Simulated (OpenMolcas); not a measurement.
# Ru⁴⁺ among point charges: CASSCF and CASPT2 levels and susceptibility

Aim: the splitting of the states of Ru⁴⁺ in the field of 6 point charges, its lowest levels with spin-orbit coupling and its magnetic susceptibility.

The numbers are computed with OpenMolcas 26.06 (state-averaged CASSCF and CASPT2, spin-orbit coupling by RASSI with atomic mean-field integrals), except any that are marked as measured or tabulated.

## Step 1: Starting point

| Property | Result |
| --- | --- |
| Species | Ru⁴⁺ (ruthenium, Z = 44, 40 electrons) |
| Basis | ANO-RCC-VDZP [6s5p3d1f], 43 functions |
| Scalar Hamiltonian | DKH2, point nucleus |
| Inactive shells | 1s 2s 2p 3s 3p 3d 4s 4p |
| Active space | 4 electrons in 5 orbitals (4d) |
| Some configurations of this space | 4d4 |
| Orbitals | optimised for each spin and parity, averaged over all roots |

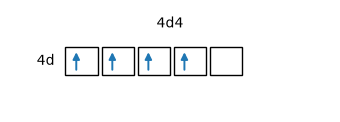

Outer shells as boxes.

The ion sits among 6 point charges of -1.36 e arranged as a trigonal antiprism (D3d), 1.84 Å from the ion, with a polar angle of 60.2° against the regular 54.74°.

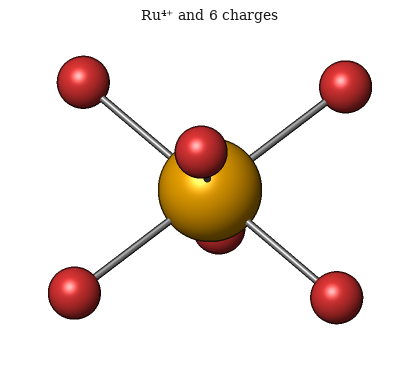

The ion and the point charges (red).

The work runs as a chain of OpenMolcas steps in one folder; each step below is one input file. Labels, J, g values, rates, χT and fits are worked out afterwards by a script from the matrices that RASSI stores. The input lists half of the charges; inversion (Group=XYZ) makes the rest.

## Step 2: One- and two-electron integrals

File a.inp:

```
&GATEWAY
Coord
1

Ru 0.0 0.0 0.0
Basis=ANO-RCC-VDZP
Group=XYZ
NoMove
AngMom=0.0 0.0 0.0
AMFI
XField
3 Angstrom 0
0.000000 1.596835 0.914176 -1.360000
1.382899 -0.798417 0.914176 -1.360000
1.382899 0.798417 -0.914176 -1.360000
&SEWARD
```

Run with:

```console
$ OMP_NUM_THREADS=1 MOLCAS_MEM=1689 MOLCAS_PROJECT=a pymolcas a.inp > a.log
```

Output:

```text
Basis set label: RU.ANO-RCC...6S5P3D1F.

      Electronic valence basis set:
      ------------------
      Associated Effective Charge  44.000000 au
      Associated Actual Charge     44.000000 au
      Nuclear Model: Point charge

      Shell  nPrim  nBasis  Cartesian Spherical Contaminant
         s      21       6        X
         p      18       5        X
         d      13       3                 X
         f       6       1                 X
                  Relativistic Douglas-Kroll-Hess integrals:
                    - DKH order of Hamiltonian: 2
                    - DKH order of Properties : 0
                  Atomic mean-field integrals
```

## Step 3: Reference wave functions, quintets of even parity, 5 roots

File a.inp:

```
&RASSCF
FileOrb=start.orb
Symmetry=1
Spin=5
nActEl=4 0 0
Inactive=9 9
Ras2=5 0
CIRoot=5 5 1
SDav=5
CIMx=300
Iter=120 100
PrWF=0.3
OrbListing=Nothing
MaxOrb=0
>>> COPY $Project.JobIph JOB001
```

Run with:

```console
$ OMP_NUM_THREADS=1 MOLCAS_MEM=1689 MOLCAS_PROJECT=a pymolcas a.inp > a.log
```

start.orb holds the contracted functions of the basis, ordered by shell, or the orbitals of the step before.

Output, shortened:

```text
[...]
      Number of active orbitals                  5
[...]
      Spin quantum number                      2.0
[...]
      Active orbitals                            5   0
[...]
      Number of CSFs                             5
      Number of root(s) required                 5
[...]
      Convergence after  8 iterations
[...]
      Natural orbitals and occupation numbers for root  1
      sym 1:  -0.000000   1.000000   1.000000   1.000000   1.000000
      Natural orbitals and occupation numbers for root  2
      sym 1:   1.000000   1.000000   1.000000   1.000000  -0.000000
      Natural orbitals and occupation numbers for root  3
      sym 1:   1.000000  -0.000000   1.000000   1.000000   1.000000
::    RASSCF root number  1 Total energy:  -4533.34337180
::    RASSCF root number  2 Total energy:  -4533.34337172
::    RASSCF root number  3 Total energy:  -4533.30621807
::    RASSCF root number  4 Total energy:  -4533.30621806
::    RASSCF root number  5 Total energy:  -4533.29162164
```

## Step 4: CASSCF: triplets of even parity, 45 roots

File a.inp:

```
&RASSCF
FileOrb=start.orb
Symmetry=1
Spin=3
nActEl=4 0 0
Inactive=9 9
Ras2=5 0
CIRoot=45 45 1
SDav=45
CIMx=300
Iter=120 100
PrWF=0.3
OrbListing=Nothing
MaxOrb=0
>>> COPY $Project.JobIph JOB002
```

Output, shortened:

```text
[...]
      Number of active orbitals                  5
[...]
      Spin quantum number                      1.0
[...]
      Active orbitals                            5   0
[...]
      Number of CSFs                            45
      Number of root(s) required                45
[...]
      Convergence after  6 iterations
[...]
      Natural orbitals and occupation numbers for root  1
      sym 1:   0.056643   0.998525   1.889662   0.056643   0.998525
      Natural orbitals and occupation numbers for root  2
      sym 1:   0.040475   1.021690   0.092765   1.872487   0.972582
      Natural orbitals and occupation numbers for root  3
      sym 1:   0.080268   1.872844   1.009896   0.984684   0.052308
::    RASSCF root number  1 Total energy:  -4533.28418838
::    RASSCF root number  2 Total energy:  -4533.27615865
::    RASSCF root number  3 Total energy:  -4533.27615863
[...]
::    RASSCF root number 27 Total energy:  -4533.18539488
::    RASSCF root number 28 Total energy:  -4533.18357816
::    RASSCF root number 29 Total energy:  -4533.18357814
::    RASSCF root number 30 Total energy:  -4533.18197441
```

## Step 5: CASSCF: singlets of even parity, 50 roots

File a.inp:

```
&RASSCF
FileOrb=start.orb
Symmetry=1
Spin=1
nActEl=4 0 0
Inactive=9 9
Ras2=5 0
CIRoot=50 50 1
SDav=50
CIMx=300
Iter=120 100
PrWF=0.3
OrbListing=Nothing
MaxOrb=0
>>> COPY $Project.JobIph JOB003
```

Output, shortened:

```text
[...]
      Number of active orbitals                  5
[...]
      Spin quantum number                      0.0
[...]
      Active orbitals                            5   0
[...]
      Number of CSFs                            50
      Number of root(s) required                50
[...]
      Convergence after  6 iterations
[...]
      Natural orbitals and occupation numbers for root  1
      sym 1:   0.046618   1.024544   0.103124   0.964287   1.861428
      Natural orbitals and occupation numbers for root  2
      sym 1:   0.095383   1.322883   0.069726   1.774749   0.737259
      Natural orbitals and occupation numbers for root  3
      sym 1:   0.085661   1.619793   0.085661   1.619801   0.589084
::    RASSCF root number  1 Total energy:  -4533.23397829
::    RASSCF root number  2 Total energy:  -4533.23397827
::    RASSCF root number  3 Total energy:  -4533.23161811
[...]
::    RASSCF root number 27 Total energy:  -4533.14020300
::    RASSCF root number 28 Total energy:  -4533.13292951
::    RASSCF root number 29 Total energy:  -4533.12575281
::    RASSCF root number 30 Total energy:  -4533.12575277
```

## Step 6: State interaction with spin-orbit coupling

File a.inp:

```
&RASSI
NrOfJobIphs=3 5 45 50
1 2 3 4 5
1 2 3 4 5 6 7 8 9 10 11 12 13 14 15 16 17 18 19 20 21 22 23 24 25 26 27
28 29 30 31 32 33 34 35 36 37 38 39 40 41 42 43 44 45
1 2 3 4 5 6 7 8 9 10 11 12 13 14 15 16 17 18 19 20 21 22 23 24 25 26 27
28 29 30 31 32 33 34 35 36 37 38 39 40 41 42 43 44 45 46 47 48 49 50
IphNames
JOB001
JOB002
JOB003
EJob
SpinOrbit
DIPRint=1.0
SOCoupling=1000.0
Subsets=2
Property=9
'ANGMOM' 1 'ANGMOM' 2 'ANGMOM' 3 'MLTPL  1' 1 'MLTPL  1' 2 'MLTPL  1' 3
'AMFI' 1 'AMFI' 2 'AMFI' 3
SOProperty=3
'ANGMOM' 1 'ANGMOM' 2 'ANGMOM' 3
```

Output, shortened:

```text
SPIN-FREE ENERGIES:
  (Shifted by EMIN (a.u.) =      -4533.3433718007)
 SF State       Relative EMIN(au)   Rel lowest level(eV)    D:o, cm**(-1)      L_eff
     1             0.0000000000        0.0000000000              0.0000         2.0
     2             0.0000000853        0.0000023224              0.0187         2.0
     3             0.0371537270        1.0110044147           8154.3005         2.0
     4             0.0371537415        1.0110048094           8154.3037         2.0
     5             0.0517501620        1.4081936467          11357.8477         2.0
     6             0.0591834187        1.6104628648          12989.2590         4.1
     7             0.0672131528        1.8289630609          14751.5819         4.1
     8             0.0672131730        1.8289636111          14751.5864         4.1
     9             0.0896844099        2.4404371175          19683.4528         4.1
    10             0.0914273583        2.4878651602          20065.9858         4.2
[...]
Eigenvalues of complex Hamiltonian:
   -----------------------------------
  (Shifted by EMIN (a.u.) =      -4533.3433718007)
 SO State       Relative EMIN(au)   Rel lowest level(eV)    D:o, cm**(-1)     J-value
     1            -0.0057553250        0.0000000000              0.0000         1.5
     2            -0.0055839898        0.0046622689             37.6037         1.6
     3            -0.0035044461        0.0612495357            494.0108         2.1
     4            -0.0035044393        0.0612497213            494.0123         2.1
     5            -0.0016133773        0.1127081385            909.0524         2.3
     6            -0.0016133002        0.1127102363            909.0694         2.3
     7            -0.0003584275        0.1468570637           1184.4821         2.2
     8             0.0004134100        0.1678598312           1353.8808         2.3
     9             0.0013382921        0.1930271548           1556.8690         1.8
    10             0.0013382930        0.1930271802           1556.8692         1.8
    11             0.0340621074        1.0834875334           8738.9163         2.0
[...]
```

These steps took 24 s in all on 1 thread of Arm Neoverse V1, shared host.

States without spin-orbit coupling:

```tsv
state	degeneracy	E (cm-1)	free-ion L (%)
5E	2	0	D (100)
5E	2	8154	D (100)
5A1	1	11358	D (100)
3A2	1	12989	H (48)
3E	2	14752	H (51)
3A1	1	19683	H (38)
3E	2	20066	H (58)
3E	2	20374	H (78)
3A2	1	21946	P (48)
3E	2	22216	H (44)
3A2	1	23673	F (78)
1E	2	24009	G (52)
3A1	1	24486	G (77)
1A1	1	24527	I (61)
1E	2	24822	I (75)
3E	2	25967	G (51)
3A2	1	26261	H (66)
3E	2	28620	G (43)
3E	2	28937	H (66)
1A1	1	29234	I (45)
3A1	1	29382	H (54)
1A1	1	29579	G (44)
1A2	1	29988	I (95)
1E	2	30161	I (54)
```

With spin-orbit coupling:

```tsv
E (cm-1)	Degeneracy	Label	2S+1	g
0.0	1	A1	5	
37.6	1	A2	5	
494.0	2	E	5	0.00 0.00 1.39
909.1	2	E	5	0.00 0.00 2.13
1184	1	A1	5	
1354	1	A2	5	
1557	2	E	5	0.00 0.00 9.15
8739	1	A1	5	
8839	2	E	5	0.00 0.00 3.73
9111	2	E	5	0.00 0.00 4.12
9168	1	A2	5	
9199	2	E	5	0.00 0.00 4.67
9331	1	A1	5	
9343	1	A2	5	
12465	2	E	5	0.00 0.00 7.85
12572	2	E	5	0.00 0.00 3.93
12599	1	A1	5	
13508	1	A1	3	
13761	2	E	3	0.00 0.00 2.47
15487	1	A1	3	
15636	2	E	3	0.00 0.00 1.60
15693	1	A2	3	
15873	2	E	3	0.00 0.00 0.82
20171	1	A1	3
```

The table of states holds 24 of 67 computed; the rest, higher up, is left out. Principal g values are given for doublets only; a zero marks a field direction without first-order Zeeman splitting.

Powder χT (cm³ K/mol): 0.07 at 2 K, 0.17 at 5 K, 0.33 at 10 K, 0.59 at 20 K, 0.89 at 50 K, 1.08 at 100 K, 1.22 at 150 K, 1.33 at 200 K, 1.43 at 250 K, 1.53 at 300 K.

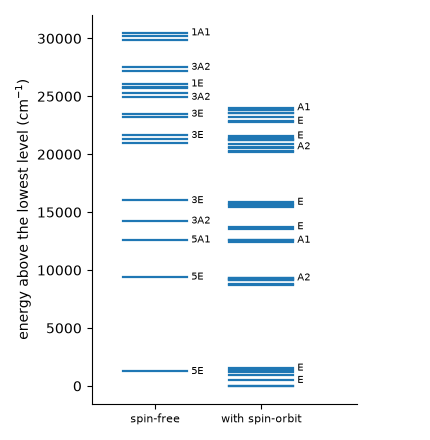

The states in the field without (left) and with (right) spin-orbit coupling.

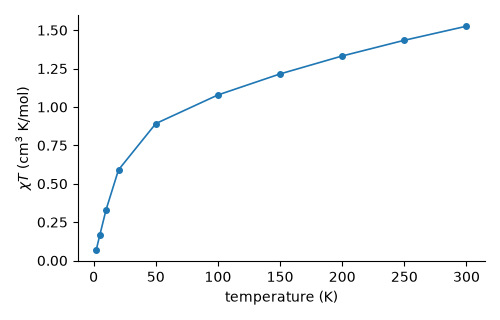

χT against temperature.

## Step 7: CASPT2: IPEA 0.25, imaginary shift 0.1 (closed shells correlated: 4s 4p)

File a.inp:

```
>>> COPY JOB001 $Project.JobIph
&CASPT2
Multistate=5 1 2 3 4 5
NoMult
Frozen=8 6
IPEA=0.25
Imaginary=0.1
MaxIter=60
WThr=0.0 0.3 0.05
PrWF=0.5
NoMix
>>> COPY JOB002 $Project.JobIph
&CASPT2
Multistate=45 1 2 3 4 5 6 7 8 9 10 11 12 13 14 15 16 17 18 19 20 21 22
23 24 25 26 27 28 29 30 31 32 33 34 35 36 37 38 39 40 41 42 43 44 45
NoMult
Frozen=8 6
IPEA=0.25
Imaginary=0.1
MaxIter=60
WThr=0.0 0.3 0.05
PrWF=0.5
NoMix
>>> COPY JOB003 $Project.JobIph
&CASPT2
Multistate=50 1 2 3 4 5 6 7 8 9 10 11 12 13 14 15 16 17 18 19 20 21 22
23 24 25 26 27 28 29 30 31 32 33 34 35 36 37 38 39 40 41 42 43 44 45 46
47 48 49 50
NoMult
Frozen=8 6
IPEA=0.25
Imaginary=0.1
MaxIter=60
WThr=0.0 0.3 0.05
PrWF=0.5
NoMix
```

Output, shortened:

```text
[...]
      Active orbitals                            5   0
[...]
      E2 (Variational):          -0.2220630528
      Total energy:           -4533.5654348536
[...]
::    CASPT2 Root  1     Total energy:  -4533.56543485
::    CASPT2 Root  2     Total energy:  -4533.56555181
[...]
::    CASPT2 Root 27     Total energy:  -4533.37599911
::    CASPT2 Root 28     Total energy:  -4533.36895593
::    CASPT2 Root 29     Total energy:  -4533.36677345
::    CASPT2 Root 30     Total energy:  -4533.36701436
```

This run: 7.7 s of run time, 1 thread of Arm Neoverse V1, shared host.

SS-CASPT2: lowest energy less the reference's lowest, -0.2221 hartree; reference weights 0.944 to 0.957.

Spin-free states, with their symmetry labels:

```tsv
state	degeneracy	E (cm-1)	free-ion L (%)
5E	2	0	D (100)
5E	2	8329	D (100)
5A1	1	11802	D (100)
3A2	1	12340	H (48)
3E	2	14242	H (51)
3A1	1	18483	H (38)
3E	2	18844	H (58)
3E	2	19544	H (78)
3A2	1	20134	P (48)
3E	2	20821	H (44)
3A2	1	22008	F (78)
1E	2	22295	G (52)
3A1	1	22447	G (77)
1A1	1	23516	I (61)
1E	2	23527	I (75)
3E	2	23739	G (51)
3A2	1	25887	H (66)
1A1	1	26823	G (44)
3E	2	26861	G (43)
1A1	1	26866	I (45)
3E	2	28056	H (66)
1E	2	28336	I (54)
3A1	1	28360	H (54)
3A2	1	28591	F (53)
```

With spin-orbit coupling:

```
E (cm-1)  Degeneracy  Label  2S+1               g
       0           1     A1     5                
      42           1     A2     5                
     500           2      E     5  0.00 0.00 1.39
     920           2      E     5  0.00 0.00 2.12
    1190           1     A1     5                
    1360           1     A2     5                
    1560           2      E     5  0.00 0.00 9.15
    8900           1     A1     5                
    9000           2      E     5  0.00 0.00 3.84
    9280           2      E     5  0.00 0.00 4.09
    9330           1     A2     5                
    9350           2      E     5  0.00 0.00 4.51
    9490           1     A1     5                
    9500           1     A2     5                
   12800           1     A1     3                
   12870           2      E     5  0.00 0.00 7.77
   12920           2      E     5  0.00 0.00 3.64
   13000           1     A1     5                
   13130           2      E     3  0.00 0.00 2.58
   14870           1     A1     3                
   15070           2      E     3  0.00 0.00 1.47
   15170           1     A2     3                
   15330           2      E     3  0.00 0.00 0.75
   18970           1     A1     3
```

Powder χT (cm³ K/mol): 0.06 at 2 K, 0.15 at 5 K, 0.30 at 10 K, 0.55 at 20 K, 0.88 at 50 K, 1.07 at 100 K, 1.21 at 150 K, 1.33 at 200 K, 1.43 at 250 K, 1.52 at 300 K.

## Step 8: The methods side by side

A. CASSCF
B. SS-CASPT2, IPEA 0.25, imaginary shift 0.1 (closed shells correlated: 4s 4p)

```tsv
method	ground state	first state of that spin (cm-1)	first gap with spin-orbit (cm-1)	χT at 300 K
A	5E	5E 8154	37.6	1.53
B	5E	5E 8329	41.9	1.52
```

## Step 9: Summary of results

| quantity | value |
| --- | --- |
| method | SS-CASPT2, IPEA 0.25, imaginary shift 0.1 (closed shells correlated: 4s 4p) |
| spin-free ground state | 5E, 2-fold in its orbital part |
| first state of the same spin within the active space | 5E at 8330 cm⁻¹ |
| lowest level | 1-fold A1 |
| next level | 41.9 cm⁻¹ |
| χT at 300 K | 1.52 cm³ K/mol |
| effective moment at 300 K | 3.49 μB |

Cost by method:

```tsv
method	time of its own steps	time with the reference
A. CASSCF	24 s	24 s
B. SS-CASPT2, IPEA 0.25, imaginary shift 0.1, +4s 4p	7.7 s	32 s
```

Times are of one thread on a shared host.

In words: The spin-free ground state (5E) comes to 100 % from free-ion D terms and keeps the highest spin of the shell. χT at 300 K is 1.52, against 3.01 cm³ K/mol for the spin alone, so spin-orbit coupling lowers it. An active space of the d shell alone favours high spin; real ions in strong fields can be low spin. CASPT2 does not keep the components of a term degenerate, and the means are used. The field of point charges can differ much from that of real complexes. With metal d orbitals alone active, the gaps between spin states are rough; where two lie within a few thousand cm-1, their order is open. Point charges carry no covalency, so the field is a model and not that of real ligands.
